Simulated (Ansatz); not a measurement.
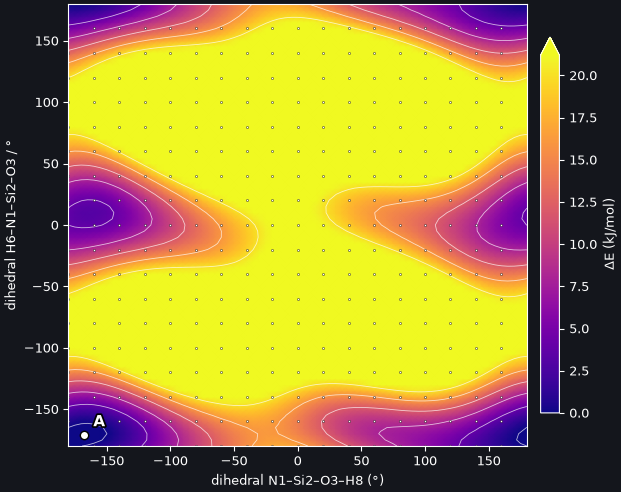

ClH4NOSiTe, SMILES N[Si](O)(Cl)[TeH]. The first coordinate is: dihedral N1–Si2–O3–H8; the second: dihedral H6–N1–Si2–O3. Nothing is relaxed (all other coordinates rigid). Grid: 18 × 18 points. Points are written as (first, second). Energies are in kJ/mol, from the lowest grid point. The calculation used Ansatz 0.2.0, RHF/def2-SVP.

The picture shows a smooth colour map with a few white contour lines, dots at the grid points, one colour for all values above the top of the scale, the well A. Between grid points the surface is interpolated.

Q: Where is the minimum, and how stiff is the well along each coordinate? Take the well at A.

A: The interpolated minimum is at dihedral N1–Si2–O3–H8 ≈ −168°, dihedral H6–N1–Si2–O3 ≈ −171°. The curvatures there are about 0.14 eV/rad² and 0.55 eV/rad², with a cross term of about −0.062 eV/rad². Round the minimum the valley is somewhat tilted: raising dihedral N1–Si2–O3–H8 shifts the best value of dihedral H6–N1–Si2–O3 upwards (coupling k₁₂/√(k₁₁k₂₂) about −0.2). (1 eV is 96.5 kJ/mol.)
